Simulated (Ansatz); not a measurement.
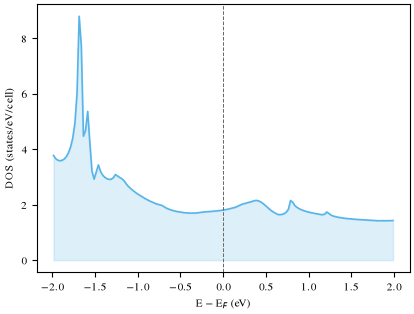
*Density of states of PtBi (P6_3/mmc) near the Fermi level, PBEsol, rigid bands (Ansatz, a first-principles code).*

Problem. With 4 atoms a cell, what bare Sommerfeld coefficient γ = (π²/3) k_B² N(E_F) follows?

Solution. N(E_F) ≈ 1.81 states/eV a cell at 300 K, so γ ≈ 1.07 mJ/(mol of atoms·K²), before many-body enhancement (phonons, spin fluctuations, correlation).

Problem. How far does the Fermi level move in a rigid band for 0.1 electron a cell added or removed?

Solution. 55 meV and -56 meV.

A metal at this level (no band gap); rigid bands, thermally averaged at 300 K, both spins. Spin-orbit coupling is left out, which matters with elements this heavy. Geometry: cell and atoms relaxed with PBEsol.

Formula and space group known from diffraction (Crystallography Open Database), not checked to be the room-temperature form: PtBi (P6_3/mmc).
